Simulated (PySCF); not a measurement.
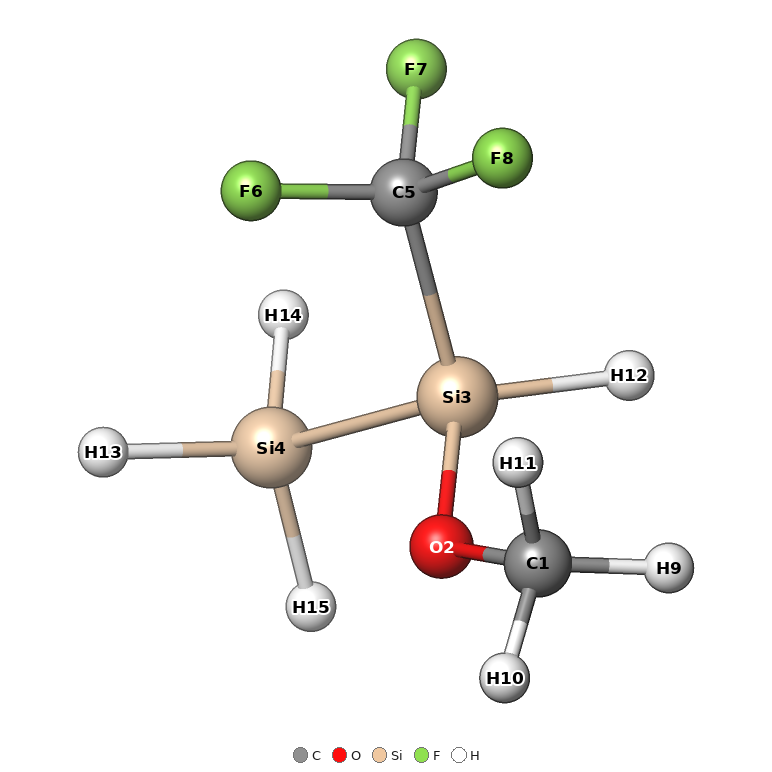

Computed geometry: PBE0-D3(BJ)/def2-SVP optimisation. No frequency run is at hand to confirm it as a minimum. Method: TDDFT B3LYP/def2-SVPD, vertical, gas phase, core orbitals frozen in the response (PySCF 2.14.0), and the same with a continuum solvent (IEF-PCM, Bondi radii x 1.2, gas-phase geometry).

How do dipole (D), HOMO–LUMO gap (eV), lowest singlet (eV) change in benzene (ε = 2.3)?

```csv
medium,dipole (D),HOMO–LUMO gap (eV),lowest singlet (eV)
gas phase,2.07,7.61,6.54
benzene,2.27,7.63,6.55
```
